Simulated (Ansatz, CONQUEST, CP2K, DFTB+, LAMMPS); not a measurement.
## Aqueous Cs+ and SO4 2-, 1.9 mol of salt per kg of water at 330 K (94 atoms) in CP2K

Wanted: CP2K inputs and outputs for aqueous Cs+ and SO4 2-, 1.9 mol of salt per kg of water at 330 K (94 atoms), checked against a plane-wave reference.

Calculated with CP2K 2026.2; the method is named at each step.

## 1. Set-up

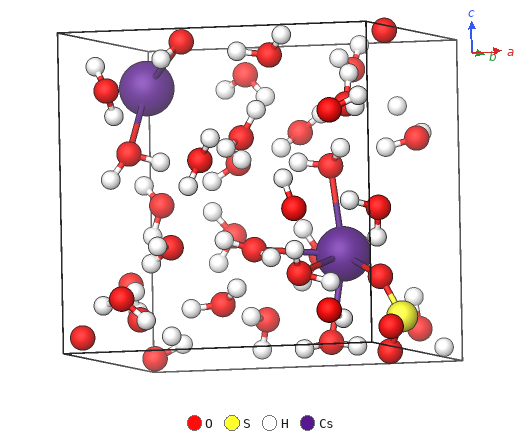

The cell as given, slightly off an axis (oxygen red, sulfur yellow, hydrogen white, caesium purple). Bonds to atoms that aren't drawn are left out. Some periodic images of atoms are drawn too.

The cell holds 94 atoms: 33 O, 1 S, 58 H and 2 Cs. Cell: a = 9.892 Å, b = 9.892 Å, c = 9.892 Å, α = 90.0°, β = 90.0°, γ = 90.0°. 29 H2O, 2 Cs+, 1 SO4 2- placed at random, at 1.52 g/cm³; overlaps pushed apart, then 10 ps at 420 K with Joung-Cheatham ions (J. Phys. Chem. B 112, 9020 (2008)); MMFF94 bonds, angles, torsions, charges and radii (Halgren, J. Comput. Chem. 17, 490 (1996)) in harmonic and 12-6 forms; SPC/E water (Berendsen, Grigera and Straatsma, J. Phys. Chem. 91, 6269 (1987)). Snapshot after 20 ps at 330 K and fixed volume.

The yardstick, on the same geometry:

* method: Kohn-Sham DFT, PBE, PAW, plane waves (Ansatz 0.2.0); cutoff 420 eV, Γ point, fermi-dirac smearing of 0.05 eV; PAW set soft_2
* r.m.s. force component: 0.7625 eV/Å
* longest force: 6.942 eV/Å
* pressure: 1.246 GPa
* gap (highest filled to lowest empty level): 4.313 eV
* SCF cycles: 9
* time: 6.6 s on 4 threads of Intel Xeon 6975P-C (Granite Rapids), shared host
* CPU time: 23 s

## 2. PBE, DZVP-MOLOPT-SR, 600/50 Ry, OT DIIS

Method: Kohn-Sham DFT, PBE, GTH-PBE pseudopotentials, Gaussian and plane waves, DZVP-MOLOPT-SR-GTH, orbital transformation.

input.inp reads:

```
&GLOBAL
  PROJECT cell
  RUN_TYPE ENERGY_FORCE
  PRINT_LEVEL LOW
&END GLOBAL
&FORCE_EVAL
  METHOD QS
  STRESS_TENSOR ANALYTICAL
  &DFT
    BASIS_SET_FILE_NAME BASIS_MOLOPT
    POTENTIAL_FILE_NAME GTH_POTENTIALS
    &MGRID
      CUTOFF 600
      REL_CUTOFF 50
      NGRIDS 5
    &END MGRID
    &QS
      EPS_DEFAULT 1.0E-12
    &END QS
    &SCF
      SCF_GUESS ATOMIC
      EPS_SCF 1.0E-06
      MAX_SCF 30
      &OT
        MINIMIZER DIIS
        PRECONDITIONER FULL_ALL
        ENERGY_GAP 0.001
      &END OT
      &OUTER_SCF
        EPS_SCF 1.0E-06
        MAX_SCF 8
      &END OUTER_SCF
      &PRINT
        &RESTART OFF
        &END RESTART
      &END PRINT
    &END SCF
    &XC
      &XC_FUNCTIONAL PBE
      &END XC_FUNCTIONAL
    &END XC
    &PRINT
      &MULLIKEN ON
      &END MULLIKEN
      &HIRSHFELD ON
        SHAPE_FUNCTION DENSITY
      &END HIRSHFELD
      &MO_CUBES
        NHOMO 1
        NLUMO 4
        WRITE_CUBE F
      &END MO_CUBES
    &END PRINT
  &END DFT
  &SUBSYS
    &CELL
      A 9.89209 0.00000 0.00000
      B 0.00000 9.89209 0.00000
      C 0.00000 0.00000 9.89209
    &END CELL
    &TOPOLOGY
      COORD_FILE_NAME structure.xyz
      COORD_FILE_FORMAT XYZ
    &END TOPOLOGY
    &KIND O
      BASIS_SET DZVP-MOLOPT-SR-GTH-q6
      POTENTIAL GTH-PBE-q6
    &END KIND
    &KIND S
      BASIS_SET DZVP-MOLOPT-SR-GTH-q6
      POTENTIAL GTH-PBE-q6
    &END KIND
    &KIND H
      BASIS_SET DZVP-MOLOPT-SR-GTH-q1
      POTENTIAL GTH-PBE-q1
    &END KIND
    &KIND Cs
      BASIS_SET DZVP-MOLOPT-SR-GTH-q9
      POTENTIAL GTH-PBE-q9
    &END KIND
  &END SUBSYS
  &PRINT
    &FORCES ON
    &END FORCES
    &STRESS_TENSOR ON
    &END STRESS_TENSOR
  &END PRINT
&END FORCE_EVAL
```

structure.xyz reads:

```xyz
94

O 9.21171 4.31711 9.88922
S 9.84629 3.53326 1.00187
O 9.87666 2.19733 0.61509
O 1.28736 4.07831 1.23592
O 9.15355 3.59459 2.26450
O 8.65043 0.04135 7.21015
H 9.48097 0.38549 7.64817
H 8.05790 9.51728 7.89982
O 4.99649 4.04636 3.26449
H 4.19187 3.52742 3.55265
H 5.71179 3.41425 2.96674
O 1.76989 0.44841 1.64604
H 0.99544 1.06478 1.50360
H 2.48143 0.64566 0.97160
O 9.54191 2.18457 4.29515
H 9.35366 2.62338 3.41653
H 8.80950 1.53802 4.50862
O 3.81142 6.51730 6.11074
H 2.96179 6.50454 5.58349
H 4.18979 5.59269 6.15555
O 1.36471 6.40839 4.88966
H 1.01819 6.53501 3.96020
H 0.70244 6.77212 5.54471
O 4.12223 8.29383 1.38014
H 3.90352 7.31926 1.42862
H 3.84515 8.65370 0.48926
O 7.33409 0.47472 4.24460
H 6.72583 9.80375 3.68530
H 7.00103 0.49015 5.18741
O 6.91615 5.75631 0.43891
H 7.84294 5.42067 0.27055
H 6.25605 5.03962 0.21367
O 6.88034 2.48746 2.37529
H 6.95335 1.76099 3.05854
H 7.79625 2.77760 2.09801
O 3.25628 9.35910 9.02614
H 3.93933 9.17076 8.32043
H 2.47065 9.82136 8.61472
O 5.12282 8.87973 7.15079
H 4.72703 8.10825 6.65253
H 5.90568 8.56388 7.68695
O 7.12804 5.28000 5.84316
H 6.15130 5.11203 5.97660
H 7.65569 4.59280 6.34251
O 2.76682 9.48394 4.08553
H 2.20841 9.63925 3.27062
H 2.18645 9.15117 4.82872
O 1.24769 3.32532 6.30838
H 0.73815 3.01442 5.50614
H 2.16973 3.59716 6.03289
O 9.28185 7.41264 6.74601
H 8.40135 7.02457 6.47348
H 9.16364 8.37880 6.97531
O 4.66560 3.95525 6.71673
H 4.44204 3.04805 6.36032
H 5.18850 3.86098 7.56389
[... 34 atom lines left out ...]
H 4.56935 0.87753 6.53214
H 3.82201 0.93846 5.08157
Cs 7.33271 5.80567 3.15004
Cs 1.18250 5.62771 8.46159
```

Run with:

```console
OMP_NUM_THREADS=1 mpirun -np 4 cp2k.psmp -i input.inp > output.txt
```

Numbers of over 12 decimals in the logs are rounded to 6 here.

The program printed:

```text
CP2K| version string:                                       CP2K version 2026.2
 CP2K| Input file name                                                 input.inp
 GLOBAL| Basis set file name                                        BASIS_MOLOPT
 GLOBAL| Potential file name                                      GTH_POTENTIALS
 GLOBAL| Run type                                                   ENERGY_FORCE
 GLOBAL| Total number of message passing processes                             4
 GLOBAL| Number of threads for this process                                    1
 TOTAL NUMBERS AND MAXIMUM NUMBERS
  Total number of            - Atomic kinds:                                   4
                             - Atoms:                                         94
                             - Shell sets:                                    94
                             - Shells:                                       356
                             - Primitive Cartesian functions:                471
                             - Cartesian basis functions:                    796
                             - Spherical basis functions:                    760
  Maximum angular momentum of- Orbital basis functions:                        2
                             - Local part of the GTH pseudopotential:          2
                             - Non-local part of the GTH pseudopotential:      3
 SCF PARAMETERS         Density guess:                                    ATOMIC
                        max_scf:                                              30
                        eps_scf:                                        1.00E-06
                        Outer loop SCF in use
                        eps_scf                                         1.00E-06
                        max_scf                                                8
 Extrapolation method: initial_guess
 Number of electrons:                                                        280
[... lines left out ...]
  Step     Update method      Time    Convergence         Total energy    Change
[... lines left out ...]
  Total energy:                                              -614.520788
[... lines left out ...]
  Preconditioner : FULL_ALL            : diagonalization, state selective
  Precond_solver : DEFAULT
  stepsize       :    0.15000000                  energy_gap     :    0.00100000
  eps_taylor     :   0.10000E-15                  max_taylor     :             4
  ----------------------------------- OT ---------------------------------------
  Step     Update method      Time    Convergence         Total energy    Change
[...]
5 OT DIIS     0.15E+00    4.5     0.00000221      -614.5240793433 -1.12E-07
     6 OT DIIS     0.15E+00    4.6     0.00000041      -614.5240793658 -2.25E-08
  *** SCF run converged in     6 steps ***
  Electronic density on regular grids:       -280.0000000001       -0.0000000001
  Core density on regular grids:              279.9999999999       -0.0000000001
  Total charge density on r-space grids:       -0.0000000002
  Total charge density g-space grids:          -0.0000000002
  Overlap energy of the core charge distribution:               2.1485e-06
  Self energy of the core charge distribution:              -1560.980314
  Core Hamiltonian energy:                                    445.391178
  Hartree energy:                                             647.236335
  Exchange-correlation energy:                               -146.171280
  Total energy:                                              -614.524079
  outer SCF iter =    2 RMS gradient =   0.41E-06 energy =       -614.5240793658
  outer SCF loop converged in   2 iterations or   36 steps
 !-----------------------------------------------------------------------------!
                     Mulliken Population Analysis
 #  Atom  Element  Kind  Atomic population                           Net charge
       1     O        1          6.454968                             -0.454968
       2     S        2          5.279637                              0.720363
       3     O        1          6.408103                             -0.408103
[...]
93     Cs       4          8.102077                              0.897923
      94     Cs       4          8.086142                              0.913858
 # Total charge                            280.000000                 -0.000000
 !-----------------------------------------------------------------------------!
 !-----------------------------------------------------------------------------!
                           Hirshfeld Charges
  #Atom  Element  Kind  Ref Charge     Population                    Net charge
      1       O      1       6.000          6.231                        -0.231
      2       S      2       6.000          5.515                         0.485
      3       O      1       6.000          6.190                        -0.190
[...]
93       Cs     4       9.000          8.655                         0.345
     94       Cs     4       9.000          8.636                         0.364
  Total Charge                                                           -0.000
 !-----------------------------------------------------------------------------!
  Eigenvalues of the occupied subspace spin            1
      -0.97440428     -0.82016462     -0.80177133     -0.79483014
      -0.78187672     -0.77947229     -0.77307978     -0.76880305
      -0.76606082     -0.76594759     -0.76387576     -0.76031269
[...]
-0.06934164     -0.06672256     -0.06473835     -0.06131672
 Fermi Energy [eV] :   -1.668513
  Using OT eigensolver for additional unoccupied orbitals spin            1
  Lowest Eigenvalues of the unoccupied subspace spin            1
 WARNING : did not converge in ot_eigensolver
 number of iterations          299  exceeded maximum
 current gradient / target gradient   3.4080262483662117E-005  /    1.0000000000000001E-005
       0.11594477      0.17513197      0.17887931      0.19589515
 HOMO - LUMO gap [eV] :    4.823530
 ENERGY| Total FORCE_EVAL ( QS ) energy [hartree]           -614.524079
 FORCES| Atomic forces [hartree/bohr]
 FORCES|   Atom     x               y               z               |f|
 FORCES|      1 -4.83938461E-02  3.99275939E-02 -4.60927750E-02   7.78506327E-02
 FORCES|      2  3.61337463E-03  6.92724533E-02  4.11928397E-02   8.06757665E-02
 FORCES|      3  1.59386572E-02 -1.37676227E-01 -5.43531636E-02   1.48872599E-01
[...]
FORCES|     93  6.86004472E-03  5.36182049E-03  9.73759601E-03   1.30625460E-02
 FORCES|     94  1.98672066E-02  1.10693837E-02 -1.97692326E-02   3.01340291E-02
 FORCES| Sum     6.70450006E-03 -1.84223251E-03 -4.31342821E-04
 FORCES| Total atomic force                                       6.96636191E-03
 STRESS| Analytical stress tensor [bar]
 STRESS|                        x                   y                   z
 STRESS|      x        8.06182077105E+03  -2.79724053602E+03  -6.63275884205E+03
 STRESS|      y       -2.79724053602E+03   2.27891354426E+04   3.09514845837E+03
 STRESS|      z       -6.63275884205E+03   3.09514845837E+03   1.57836505011E+04
 STRESS| 1/3 Trace                                             1.55448689049E+04
```

Run time: 2.9 min. Hardware: 4 MPI ranks of Intel Xeon 6975P-C (Granite Rapids), shared host; peak memory 2.6 GiB; 12 min of CPU time.

Banners, paths, timers and routine set-up lines are dropped from the logs unmarked, and long logs keep their key lines alone; longer cuts are marked.

The solver for the empty levels stopped short of its threshold, so the gap is rough; its iterations count in the time.

Numbers from this run, and their distance from the reference:

```
r.m.s. force component                           : 0.8003 eV/Å
r.m.s. difference of force components            : 74.87 meV/Å
longest difference of force vectors              : 713.7 meV/Å
force difference over r.m.s. force               : 9.819 %
slope of forces against the reference's          : 1.046
correlation of force components                  : 0.9966
gap (highest filled to lowest empty level) : 4.824 eV
gap difference                                   : 0.5109 eV
pressure                                         : 1.554 GPa
pressure difference                              : 0.3084 GPa
```

Length of the force difference by element (eV/Å):

```tsv
element	atoms	mean	most
Cs	2	0.10	0.13
H	58	0.052	0.10
O	33	0.14	0.71
S	1	0.13	0.13
```

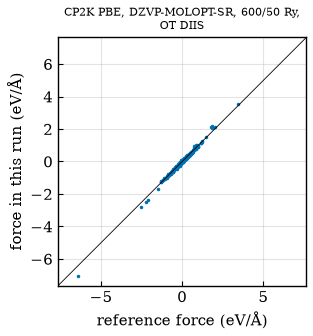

Force components against those of the reference; the line marks equality.

Local excerpt of 13 atoms (numbers count through the whole input) about H7, picked at random; x, y, z are measured from there.

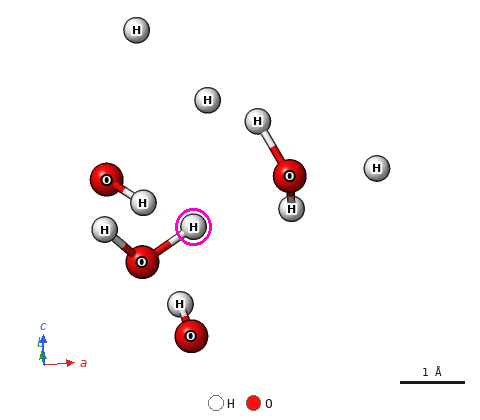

The atoms of the table, within 3.2 Å (arrows a, b, c point along x, y, z); some may hide others; the central atom is ringed.

```tsv
atom	x	y	z	distance (Å)	bonds	Hirshfeld charge (e)	Fx	Fy	Fz (eV/Å)
H7	0.00	0.00	0.00	0.00	1	0.12	-0.37	-0.26	-0.06
O6	-0.83	-0.34	-0.44	1.00	2	-0.23	-0.10	0.08	0.53
H8	-1.42	-0.76	0.25	1.63	1	0.12	0.56	0.42	-0.24
O60	1.57	0.89	0.49	1.86	2	-0.21	-0.46	-0.30	0.56
H53	-0.32	-1.90	-0.67	2.04	1	0.10	-0.34	-0.31	-0.54
H62	1.11	1.30	1.28	2.13	1	0.12	0.27	-0.09	-0.59
H67	-0.69	2.01	-0.20	2.14	1	0.13	-0.84	1.15	0.34
H61	1.60	1.55	-0.26	2.25	1	0.12	0.18	0.47	-0.06
O51	-0.20	-2.86	-0.90	3.01	3	-0.27	-0.37	-0.85	-0.38
H38	2.88	-0.46	0.97	3.07	1	0.12	0.81	-0.37	0.17
O66	-1.23	2.85	-0.05	3.10	2	-0.26	0.25	-0.62	0.16
H65	0.22	-1.71	2.59	3.11	1	0.12	0.92	0.08	0.29
H89	-0.77	0.58	3.08	3.23	1	0.12	0.04	-0.80	0.57
```

Forces lie 9.8 % from the reference's, at 30 times its CPU time.

## 3. PBE, DZVP-MOLOPT-SR, 600/30 Ry, OT DIIS

Method: Kohn-Sham DFT, PBE, GTH-PBE pseudopotentials, Gaussian and plane waves, DZVP-MOLOPT-SR-GTH, orbital transformation.

input.inp: that of step 2 with these lines changed.

```diff
@@ -13,3 +13,3 @@
       CUTOFF 600
-      REL_CUTOFF 50
+      REL_CUTOFF 30
       NGRIDS 5
```

structure.xyz is that of step 2.

The program printed:

```text
CP2K| version string:                                       CP2K version 2026.2
 CP2K| Input file name                                                 input.inp
 GLOBAL| Basis set file name                                        BASIS_MOLOPT
 GLOBAL| Potential file name                                      GTH_POTENTIALS
[... lines left out ...]
  Total energy:                                              -614.521441
[... lines left out ...]
  Step     Update method      Time    Convergence         Total energy    Change
[... lines left out ...]
  *** SCF run converged in     6 steps ***
[... lines left out ...]
  Total energy:                                              -614.524732
[... lines left out ...]
  outer SCF loop converged in   2 iterations or   36 steps
[... lines left out ...]
 Fermi Energy [eV] :   -1.668495
[... lines left out ...]
 WARNING : did not converge in ot_eigensolver
[... lines left out ...]
 ENERGY| Total FORCE_EVAL ( QS ) energy [hartree]           -614.524732
[... lines left out ...]
 FORCES|      1 -4.83978083E-02  3.99286794E-02 -4.60571316E-02   7.78325552E-02
 FORCES|      2  3.59986134E-03  6.92821002E-02  4.11874416E-02   8.06806901E-02
 FORCES|      3  1.59096407E-02 -1.37729628E-01 -5.43903023E-02   1.48932442E-01
[...]
FORCES|     93  6.85848429E-03  5.34474241E-03  9.72531231E-03   1.30455654E-02
 FORCES|     94  1.98621700E-02  1.10865412E-02 -1.97789021E-02   3.01433602E-02
 FORCES| Sum     7.21775418E-03 -1.35426942E-03 -4.24931467E-04
 FORCES| Total atomic force                                       7.35598992E-03
 STRESS| Analytical stress tensor [bar]
 STRESS|                        x                   y                   z
 STRESS|      x        8.23399501197E+03  -2.80079454595E+03  -6.63384536170E+03
 STRESS|      y       -2.80079454595E+03   2.30264989948E+04   3.09910865200E+03
 STRESS|      z       -6.63384536170E+03   3.09910865200E+03   1.59722850995E+04
 STRESS| 1/3 Trace                                             1.57442597021E+04
```

Wall time 2 min (4 MPI ranks); peak memory 2.6 GiB; 8 min of CPU time.

The solver for the empty levels stopped short of its threshold, so the gap is rough; its iterations count in the time.

Numbers from this run, and their distance from the reference:

| Quantity | Value |
| --- | --- |
| r.m.s. force component | 0.8003 eV/Å |
| r.m.s. difference of force components | 74.85 meV/Å |
| longest difference of force vectors | 716.7 meV/Å |
| force difference over r.m.s. force | 9.816 % |
| slope of forces against the reference's | 1.046 |
| correlation of force components | 0.9966 |
| gap (highest filled to lowest empty level) | 4.824 eV |
| gap difference | 0.5109 eV |
| pressure | 1.574 GPa |
| pressure difference | 0.3283 GPa |
| energy less the same-level run's | -0.189 meV/atom |
| r.m.s. force difference from the same-level run | 1.926 meV/Å |

This is a coarse setting, run to see what it loses.

Against the first run (9.8 %), the force difference from the reference is 9.8 %, at 0.69 times the CPU time: the change moves forces by 1.9 meV/Å r.m.s., so most of the difference comes from elsewhere.

(Continued in part 2 of 2.)

[Also dropped from logs without a mark: logging warnings of Python, and SIESTA's first energy breakdown and zero terms.]

[Logs are printed without paths, hosts, clocks, repeated set-up lines and the standing remarks that a program may print on its own settings, such as how far it seeks lower states.]

[Hosts, paths, dates, database ids (printed as entryN), source tags and the programs' standing remarks are cut or masked in the printed files.]

[The MMFF94 radii named for the starting cell were scaled by 0.96; in molecules described by MMFF94, hydrogen bound to N, O or S took a small fixed 12-6 site in their place.]
